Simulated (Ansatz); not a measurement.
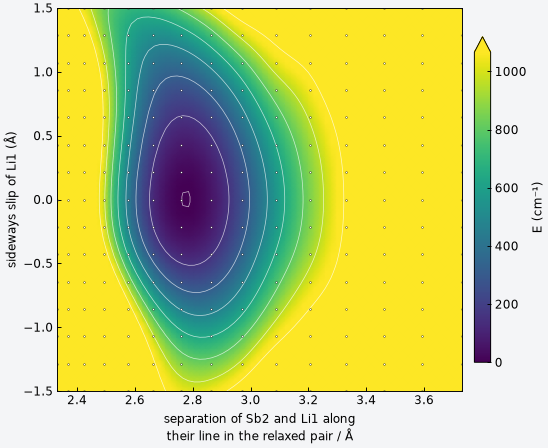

The pair Li···H₃Sb, charge +1. The first coordinate is: separation of Sb2 and Li1 along their line in the relaxed pair; the second: sideways slip of Li1. Nothing is relaxed (both partners rigid). The scan uses a 15 × 15 grid. Points are written as (first, second). Energies are in cm⁻¹, from the lowest grid point. All numbers below come from Ansatz, RKS PBE0-D4/def2-TZVPD.

Drawn: a smooth colour map with a few white contour lines, dots at the grid points, one colour for all values above the top of the scale. Between grid points the surface is interpolated.

> Where is the minimum, and how stiff is the well along each coordinate?

The interpolated minimum is at the first coordinate ≈ 2.777 Å, sideways slip of Li1 ≈ 0.000 Å. The curvatures there are about 2.2 eV/Å² and 0.13 eV/Å², with a cross term of about 0 eV/Å². Round the minimum the two coordinates are nearly uncoupled. (1 eV is 8066 cm⁻¹.)
